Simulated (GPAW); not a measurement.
# Collinear magnetic orders of MnGa7N8 (GaN32 Mn2 d4p50) with GPAW, part 2 of 2

Does MnGa7N8 (GaN32 Mn2 d4p50) prefer parallel or opposed moments, or none?

GPAW 26.7.0; PBE with U = 4 eV on Mn d; plane waves with GPAW's PAW setups, scalar-relativistic.

So far. Step 2 (Order 1, typed as ferro ++): After 39 cycles the largest moment stands at 3.96 μB.

### Step 3. Order 2, typed as antiferro +-

Reversing part of the moments tests the sign of the couplings between them.

File order2.py:

```python
import json
import numpy as np
from ase import Atoms
from ase.parallel import paropen, parprint
from gpaw import GPAW

atoms = Atoms(['Mn', 'N', 'Ga', 'N', 'Ga', 'N', 'Ga', 'N', 'Ga', 'N', 'Ga', 'N', 'Ga', 'N', 'Ga', 'N', 'Ga', 'N', 'Mn', 'N', 'Ga', 'N', 'Ga', 'N', 'Ga', 'N', 'Ga', 'N', 'Ga', 'N', 'Ga', 'N'],
    cell=[[6.378, 0.0, 0.0],
         [-3.189, 5.52351, 0.0],
         [0.0, 0.0, 10.37]],
    scaled_positions=[[0.0, 0.0, 0.0],
         [0.166667, 0.333333, 0.0615],
         [0.166667, 0.333333, 0.25],
         [0.0, 0.0, 0.3115],
         [0.0, 0.0, 0.5],
         [0.166667, 0.333333, 0.5615],
         [0.166667, 0.333333, 0.75],
         [0.0, 0.0, 0.8115],
         [0.0, 0.5, 0.0],
         [0.166667, 0.833333, 0.0615],
         [0.166667, 0.833333, 0.25],
         [0.0, 0.5, 0.3115],
         [0.0, 0.5, 0.5],
         [0.166667, 0.833333, 0.5615],
         [0.166667, 0.833333, 0.75],
         [0.0, 0.5, 0.8115],
         [0.5, 0.0, 0.0],
         [0.666667, 0.333333, 0.0615],
         [0.666667, 0.333333, 0.25],
         [0.5, 0.0, 0.3115],
         [0.5, 0.0, 0.5],
         [0.666667, 0.333333, 0.5615],
         [0.666667, 0.333333, 0.75],
         [0.5, 0.0, 0.8115],
         [0.5, 0.5, 0.0],
         [0.666667, 0.833333, 0.0615],
         [0.666667, 0.833333, 0.25],
         [0.5, 0.5, 0.3115],
         [0.5, 0.5, 0.5],
         [0.666667, 0.833333, 0.5615],
         [0.666667, 0.833333, 0.75],
         [0.5, 0.5, 0.8115]],
    pbc=True,
    magmoms=[4.5, 0.0, 0.0, 0.0, 0.0, 0.0, 0.0, 0.0, 0.0, 0.0, 0.0, 0.0, 0.0, 0.0, 0.0, 0.0, 0.0, 0.0, -4.5, 0.0, 0.0, 0.0, 0.0, 0.0, 0.0, 0.0, 0.0, 0.0, 0.0, 0.0, 0.0, 0.0])
atoms.calc = GPAW(mode={'name': 'pw', 'ecut': 600},
    xc='PBE',
    kpts={'size': (5, 5, 3), 'gamma': True},
    occupations={'name': 'fermi-dirac', 'width': 0.05},
    convergence={'density': 1e-05, 'energy': 1e-05},
    maxiter=200,
    mixer={'name': 'pulay', 'beta': 0.05, 'nmaxold': 6, 'weight': 50},
    setups={'Mn': ':d,4.0'},
    symmetry={'tolerance': 1e-4},
    txt='order2.txt')
e = atoms.get_potential_energy(force_consistent=True)
res = {'free_energy': e, 'energy_sigma0': atoms.get_potential_energy(), 'fermi_energy': atoms.calc.get_fermi_level()}
res['moments'] = atoms.get_magnetic_moments().tolist()
res['total'] = atoms.get_magnetic_moment()
parprint('site moments (muB):', np.round(res['moments'], 3))
parprint(f"total moment: {res['total']:.3f} muB")
parprint(f'free energy: {e:.6f} eV')
atoms.calc.write('order2.gpw')
with paropen('results.json', 'w') as f:
    json.dump(res, f)
```

Command:

```bash
$ OMP_NUM_THREADS=1 mpirun -n 4 gpaw python order2.py > order2.log
```

Log:

```text
site moments (muB): [ 3.932e+00 -5.100e-02 -5.000e-03  0.000e+00  0.000e+00  0.000e+00
  4.000e-03 -3.000e-03  7.000e-03 -5.100e-02 -5.000e-03  5.100e-02
 -7.000e-03  0.000e+00  4.000e-03 -2.000e-03  7.000e-03 -2.000e-03
 -3.941e+00  5.100e-02 -7.000e-03  3.000e-03  0.000e+00 -2.000e-03
  7.000e-03 -5.100e-02 -5.000e-03  5.100e-02 -7.000e-03  0.000e+00
  4.000e-03 -2.000e-03]
total moment: -0.029 muB
free energy: -197.895091 eV

--- order2.txt ---
Input parameters:
  mode=PW(ecut=600),
  convergence={'density': 1e-05, 'energy': 1e-05},
  kpts=MonkhorstPack(size=(5, 5, 3), gamma=True),
  maxiter=200,
  mixer=Pulay(name='pulay', nmaxold=6, beta=0.05, weight=50, sigma=0.015, g_ss=None),
  occupations=Occupations(name='fermi-dirac', width=0.05),
  setups={'Mn': ':d,4.0'},
  symmetry=Symmetry(tolerance=0.0001),
  xc=XC(name='PBE')

Diagonalizing LCAO Hamiltonian
Converting LCAO to pw mode

          Ga      Ga
         N       N
           NGa     NGa
          N       N
            N       N
         Ga      Ga
           Ga      Ga
         NGa     NGa
            Ga      Mn
          NN      NN

         Ga N    Ga N
           Mn      Ga

Atoms  # Å, Bohr magnetons
|    | symbol |         x |        y |        z |    initial magnetic moments |
|----|--------|-----------|----------|----------|-----------------------------|
|  0 |     Mn |  0.000000 | 0.000000 | 0.000000 | ( 0.0000,  0.0000,  4.5000) |
|  1 |      N |  0.000003 | 1.841168 | 0.637755 | ( 0.0000,  0.0000,  0.0000) |
|  2 |     Ga |  0.000003 | 1.841168 | 2.592500 | ( 0.0000,  0.0000,  0.0000) |
|  3 |      N |  0.000000 | 0.000000 | 3.230255 | ( 0.0000,  0.0000,  0.0000) |
|  4 |     Ga |  0.000000 | 0.000000 | 5.185000 | ( 0.0000,  0.0000,  0.0000) |
|  5 |      N |  0.000003 | 1.841168 | 5.822755 | ( 0.0000,  0.0000,  0.0000) |
|  6 |     Ga |  0.000003 | 1.841168 | 7.777500 | ( 0.0000,  0.0000,  0.0000) |
|  7 |      N |  0.000000 | 0.000000 | 8.415255 | ( 0.0000,  0.0000,  0.0000) |
|  8 |     Ga | -1.594500 | 2.761755 | 0.000000 | ( 0.0000,  0.0000,  0.0000) |
|  9 |      N | -1.594497 | 4.602923 | 0.637755 | ( 0.0000,  0.0000,  0.0000) |
| 10 |     Ga | -1.594497 | 4.602923 | 2.592500 | ( 0.0000,  0.0000,  0.0000) |
| 11 |      N | -1.594500 | 2.761755 | 3.230255 | ( 0.0000,  0.0000,  0.0000) |
| 12 |     Ga | -1.594500 | 2.761755 | 5.185000 | ( 0.0000,  0.0000,  0.0000) |
| 13 |      N | -1.594497 | 4.602923 | 5.822755 | ( 0.0000,  0.0000,  0.0000) |
| 14 |     Ga | -1.594497 | 4.602923 | 7.777500 | ( 0.0000,  0.0000,  0.0000) |
| 15 |      N | -1.594500 | 2.761755 | 8.415255 | ( 0.0000,  0.0000,  0.0000) |
| 16 |     Ga |  3.189000 | 0.000000 | 0.000000 | ( 0.0000,  0.0000,  0.0000) |
| 17 |      N |  3.189003 | 1.841168 | 0.637755 | ( 0.0000,  0.0000,  0.0000) |
| 18 |     Mn |  3.189003 | 1.841168 | 2.592500 | ( 0.0000,  0.0000, -4.5000) |
| 19 |      N |  3.189000 | 0.000000 | 3.230255 | ( 0.0000,  0.0000,  0.0000) |
| 20 |     Ga |  3.189000 | 0.000000 | 5.185000 | ( 0.0000,  0.0000,  0.0000) |
| 21 |      N |  3.189003 | 1.841168 | 5.822755 | ( 0.0000,  0.0000,  0.0000) |
| 22 |     Ga |  3.189003 | 1.841168 | 7.777500 | ( 0.0000,  0.0000,  0.0000) |
| 23 |      N |  3.189000 | 0.000000 | 8.415255 | ( 0.0000,  0.0000,  0.0000) |
| 24 |     Ga |  1.594500 | 2.761755 | 0.000000 | ( 0.0000,  0.0000,  0.0000) |
| 25 |      N |  1.594503 | 4.602923 | 0.637755 | ( 0.0000,  0.0000,  0.0000) |
| 26 |     Ga |  1.594503 | 4.602923 | 2.592500 | ( 0.0000,  0.0000,  0.0000) |
| 27 |      N |  1.594500 | 2.761755 | 3.230255 | ( 0.0000,  0.0000,  0.0000) |
| 28 |     Ga |  1.594500 | 2.761755 | 5.185000 | ( 0.0000,  0.0000,  0.0000) |
| 29 |      N |  1.594503 | 4.602923 | 5.822755 | ( 0.0000,  0.0000,  0.0000) |
| 30 |     Ga |  1.594503 | 4.602923 | 7.777500 | ( 0.0000,  0.0000,  0.0000) |
| 31 |      N |  1.594500 | 2.761755 | 8.415255 | ( 0.0000,  0.0000,  0.0000) |

Unit cell  # Å
| periodic |         x |        y |         z |   lengths |     angles |
|----------|-----------|----------|-----------|-----------|------------|
|      yes |  6.378000 | 0.000000 |  0.000000 |  6.378000 |  90.000000 |
|      yes | -3.189000 | 5.523510 |  0.000000 |  6.378000 |  90.000000 |
|      yes |  0.000000 | 0.000000 | 10.370000 | 10.370000 | 120.000000 |

Number of symmetries: 6

BZ-sampling:
  Number of BZ points: 75
  Number of IBZ points: 12

  Monkhorst-Pack size: [5, 5, 3]
  Monkhorst-Pack shift: [0, 0, 0]

Plane wave coefficients: 12263
Cutoff: 600.0 eV

Spin-components: 2 (collinear spins)
Bands:           96
Projectors:      162
Spin-degeneracy: 1
Datatype:        complex128

Parallelization:
  kpt:    4
  domain: 1
  band:   1

Density:
  Valence electrons: 152.0
  Components: 2
  Grid points: [40 40 60]
  Charge: 0.0  # |e|

Potential:
  Grid points: [40 40 60]

[... setups left out ...]
Reference energy: -827121.121619  # eV

eigensolver:
  PPCG
  Converge bands: occupied
  niter=2

density mixing:
  Pulay-Mixer
  Linear mixing parameters: 0.05
  Old densities: 6
  Fourier metric: weight=50, sigma=0.015

occupation numbers:
  Fermi-Dirac:
    width: 0.0500  # eV

poisson solver:
  ecut: 4800.0  # eV

xc functional:
  name: PBE with 2 nearest neighbor stencil

convergence criteria:
- Maximum integral of absolute [dens]ity change: 1e-05 electrons / valence electron
- Maximum [total energy] change in last 3 cyles: 1e-05 eV / valence electron
- Maximum integral of absolute [eigenst]ate change: 4e-08 eV^2 / valence electron
maximum number of iterations: 200

SCF iterations
|iter     |      energy | eigst |  dens |  magmom |
|---------|-------------|-------|-------|---------|
|iter:   1|       0s | -225.057150 | +0.18 |       |  +0.0000|
|iter:   2|      11s | -217.654793 | -0.97 | -0.63 |  -0.0006|
|iter:   3|      22s | -197.702976 | +0.39 | -0.68 |  -0.0119|
|iter:   4|      33s | -197.961471 | -1.00 | -1.14 |  -0.0076|
|iter:   5|      44s | -197.914883 | -1.72 | -1.19 |  -0.0120|
|iter:   6|      55s | -197.868768 | -1.41 | -1.30 |  -0.0185|
|iter:   7|      66s | -197.883054 | -1.67 | -1.44 |  -0.0159|
|iter:   8|      77s | -197.863783 | -2.53 | -1.88 |  -0.0176|
|iter:   9|      90s | -197.871074 | -2.50 | -2.27 |  -0.0195|
|iter:  10|     100s | -197.864209 | -3.27 | -2.29 |  -0.0200|
[... 11 iterations left out ...]
|iter:  22|     240s | -197.872869c| -6.63 | -3.85 |  -0.0289|
|iter:  23|     252s | -197.872969c| -6.52 | -3.90 |  -0.0291|
|iter:  24|     263s | -197.872981c| -7.40c| -4.01 |  -0.0291|
|iter:  25|     275s | -197.873010c| -7.12 | -4.04 |  -0.0291|
|iter:  26|     281s | -197.873009c| -7.71c| -4.21 |  -0.0291|
|iter:  27|     287s | -197.873011c| -7.50c| -4.27 |  -0.0291|
|iter:  28|     293s | -197.873023c| -7.47c| -4.40 |  -0.0291|
|iter:  29|     304s | -197.873059c| -7.30 | -4.50 |  -0.0292|
|iter:  30|     311s | -197.873061c| -8.01c| -4.83 |  -0.0292|
|iter:  31|     318s | -197.873065c| -8.25c| -5.00c|  -0.0292|

Converged in 31 steps
Energy contributions relative to reference atoms: (reference = -827121.121619)

Energy contributions:
  Kinetic:         526.989810
  Coulomb:        -457.376013
  Zero:              0.947661
  External:          0.000000
  Xc:             -268.412498
  Entropy:          -0.044051
  Spinorbit:         0.000000
  ----------------------------
  Free energy:    -197.895091
  Extrapolated:   -197.873065

dipole moment: (-79.743988, -99.469128, -114.175230)  # |e|*Ang

Total magnetic moment: (0.000000, 0.000000, -0.029195)

Local magnetic moments
|        x |        y |         z |
|----------|----------|-----------|
| 0.000000 | 0.000000 |  3.931864 |  # Mn   0
| 0.000000 | 0.000000 | -0.050753 |  # N    1
| 0.000000 | 0.000000 | -0.004592 |  # Ga   2
| 0.000000 | 0.000000 |  0.000274 |  # N    3
| 0.000000 | 0.000000 |  0.000125 |  # Ga   4
| 0.000000 | 0.000000 |  0.000167 |  # N    5
| 0.000000 | 0.000000 |  0.003982 |  # Ga   6
| 0.000000 | 0.000000 | -0.002853 |  # N    7
| 0.000000 | 0.000000 |  0.007392 |  # Ga   8
| 0.000000 | 0.000000 | -0.050753 |  # N    9
| 0.000000 | 0.000000 | -0.004592 |  # Ga  10
| 0.000000 | 0.000000 |  0.050745 |  # N   11
[...]
| 0.000000 | 0.000000 |  0.007392 |  # Ga  24
| 0.000000 | 0.000000 | -0.050753 |  # N   25
| 0.000000 | 0.000000 | -0.004592 |  # Ga  26
| 0.000000 | 0.000000 |  0.050745 |  # N   27
| 0.000000 | 0.000000 | -0.006953 |  # Ga  28
| 0.000000 | 0.000000 |  0.000167 |  # N   29
| 0.000000 | 0.000000 |  0.003982 |  # Ga  30
| 0.000000 | 0.000000 | -0.002151 |  # N   31

Fermi level: 7.177
Eigenvalues  # (at kpt = [0.000, 0.000, 0.000])
| band index |      eig [eV] | occ [0-1] |      eig [eV] | occ [0-1] |
|------------|---------------|-----------|---------------|-----------|
|          0 |       -73.567 |     1.000 |       -73.545 |     1.000 |
|        ... |               |           |               |           |
|         67 |         5.650 |     1.000 |         5.528 |     1.000 |
|         68 |         5.650 |     1.000 |         5.528 |     1.000 |
|         69 |         5.719 |     1.000 |         5.594 |     1.000 |
|         70 |         5.799 |     1.000 |         5.894 |     1.000 |
|         71 |         5.799 |     1.000 |         5.894 |     1.000 |
|         72 |         6.247 |     1.000 |         6.218 |     1.000 |
|         73 |         6.247 |     1.000 |         6.218 |     1.000 |
|         74 |         6.996 |     0.974 |         7.019 |     0.959 |
|         75 |         7.668 |     0.000 |         7.649 |     0.000 |
|         76 |         7.668 |     0.000 |         7.649 |     0.000 |
|         77 |         8.598 |     0.000 |         8.596 |     0.000 |
|         78 |        10.507 |     0.000 |        10.536 |     0.000 |
|         79 |        10.508 |     0.000 |        10.536 |     0.000 |
|         80 |        10.590 |     0.000 |        10.645 |     0.000 |
|         81 |        10.771 |     0.000 |        10.786 |     0.000 |
|         82 |        10.772 |     0.000 |        10.786 |     0.000 |
|        ... |               |           |               |           |
|         95 |        12.563 |     0.000 |        12.530 |     0.000 |

No gap
No difference between direct/indirect transitions
```

The job ended after 5.8 min (4 MPI ranks of Intel Xeon 6975P-C (Granite Rapids), shared host; peak memory 2.4 GiB).

Spin moment in the augmentation sphere by element, in μB:

```
element  atoms  mean  spread (r.m.s.)  least  largest
     Mn      2  0.00             3.94  -3.94     3.93
      N     16  0.00             0.03  -0.05     0.05
     Ga     14  0.00             0.01  -0.01     0.01
```

The atoms farthest from the mean of their element:

```
atom        x, y, z (Å)  spin moment in the augmentation sphere (μB)
 Mn1   0.00, 0.00, 0.00                                         3.93
Mn19   3.19, 1.84, 2.59                                        -3.94
 N20   3.19, 0.00, 3.23                                         0.05
 N12  -1.59, 2.76, 3.23                                         0.05
 N28   1.59, 2.76, 3.23                                         0.05
 N26   1.59, 4.60, 0.64                                        -0.05
 N10  -1.59, 4.60, 0.64                                        -0.05
  N2   0.00, 1.84, 0.64                                        -0.05
```

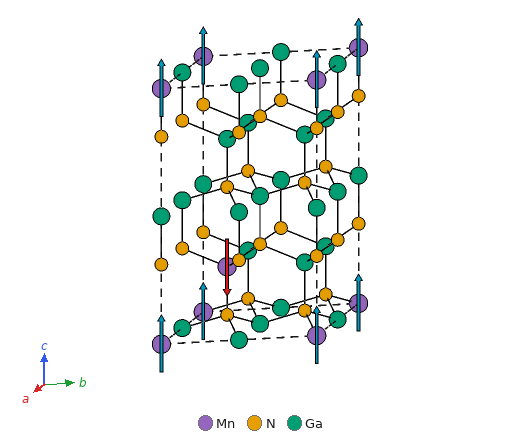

Spin moment in the augmentation sphere as arrows, the longest 3.94 μB. Up and down stand for the sign. Arrows give size and sign along the axis of quantisation, drawn up and down the page. The two directions have two colours. Bonds to atoms that aren't drawn are left out. Some periodic images of atoms are drawn too.

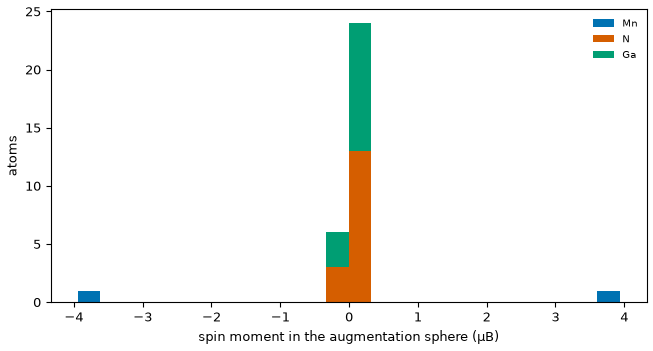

Spin moment in the augmentation sphere as a stacked histogram.

Numbers from this step:

* magnetization: -0.02919 μB
* final state: antiferromagnetic

It lies 17.6 meV a seeded atom over the first start, and its largest moment is 3.94 μB against 3.96 μB.

### Step 4. The states side by side

These are free energies at a smearing of 0.05 eV, so its entropy term is in the differences. They are divided by the number of seeded atoms, so that cells of unlike size compare.

Orders:

```
       start        final state  typed order kept  energy over the lowest (meV a seeded atom)  largest site moment (μB)  net moment (μB a primitive cell)  mesh matched  CPU time (s)
    ferro ++      ferromagnetic               yes                                           0                     3.958                                 8           yes          1906
antiferro +-  antiferromagnetic               yes                                       17.55                     3.941                           0.02919           yes          1381
```

### Step 5. Outcome

| Item | Value |
| --- | --- |
| lowest state found | ferromagnetic (typed ferro ++) |
| largest site moment | 3.96 μB |
| next state | antiferromagnetic, 17.6 meV a seeded atom higher |

What this shows: The lowest state found is ferromagnetic, reached from the start ferro ++, with moments up to 3.96 μB. The next state costs 18 meV a seeded atom. Only 2 starts are shown; other collinear patterns, canted and longer-period orders are not.

[Logs and program files are shortened in this print: banners, set-up blocks, solver, clock and traceback lines can be left out without a mark of their own.]

[Logs are printed without paths, hosts, clocks, repeated set-up lines and the standing remarks that a program may print on its own settings, such as how far it seeks lower states.]

[Hosts, paths, dates, database ids (printed as entryN), source tags and the programs' standing remarks are cut or masked in the printed files.]

[Where a cell is said to come from a database of computed structures, the database is the Materials Project.]
